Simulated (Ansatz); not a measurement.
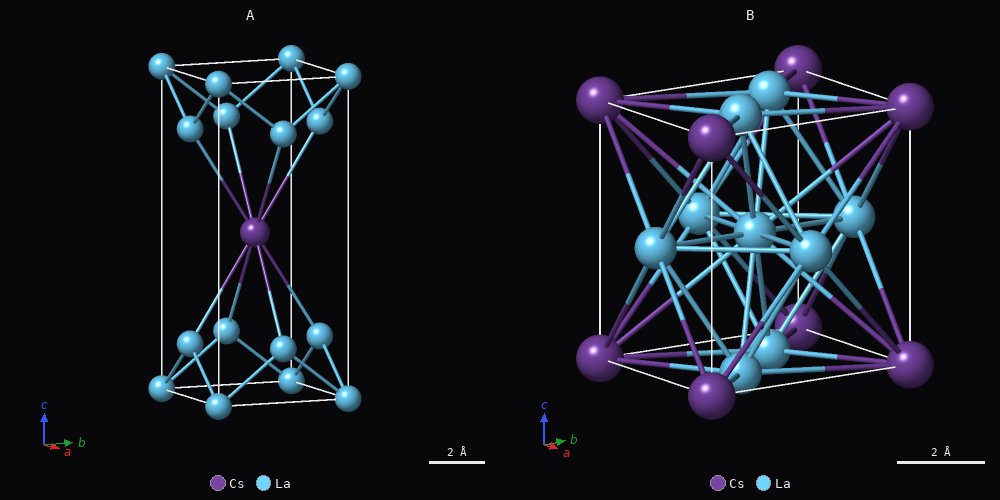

Two structures of CsLa5, each relaxed to rest (conventional cells in solid outline, small ones repeated, not to one scale). Method: DFT PBE, scalar-relativistic, plane waves, PAW (Ansatz 0.2.0), without spin polarisation.

Identify the two structures.

Answer. A: 6 atoms a cell on a primitive tetragonal lattice, P4/mmm. B: CaCu₅ type, P6/mmm.

Which structure wins energetically, and by what margin?

Answer. B is lower, by 170 meV/atom at this level of theory (energies at zero smearing). Volumes: A 52.7, B 45.3 Å³/atom.

One or both may be structure types tried for this composition rather than known phases.
